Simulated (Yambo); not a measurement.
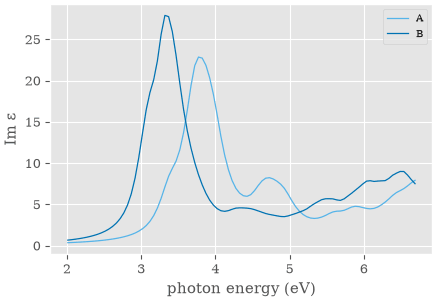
Figure. Two computed absorption spectra of HfS2 (CdI2 type, space group P-3m1, No. 164) (Yambo, PBEsol bands with the same scissor, field along x)

Axes are Cartesian, with cell vectors (Å) (3.64, 0.00, 0.00), (-1.82, 3.15, 0.00), (0.00, 0.00, 6.06).

Q: Which curve includes the electron-hole attraction (BSE)?

A: Curve B: the attraction moves weight to lower energy (centre of the plotted range 4.3 eV against 4.5 eV). Settings: 9×9×6 mesh, 6 valence and 4 conduction bands, static screening with 36 bands and a 4 Ry block, scissor 1.35 eV, Tamm-Dancoff. The scissor comes from a G0W0 run whose convergence isn't established. Broadening 0.15 eV. The band window holds all transitions up to 6.7 eV. On this mesh the peak heights and the fine structure are mesh artefacts; only the shift of weight is robust.

Spin-orbit coupling is not included.

Geometry of the Materials Project entry, not relaxed at this level; primitive cell a = b = 3.6397 Å, c = 6.0556 Å, α = β = 90.00°, γ = 120.00°.

The distance between layers or molecules is the database entry's, not relaxed here. Functionals without dispersion can leave it too large, which widens gaps and weakens the response across layers: the numbers belong to this cell.
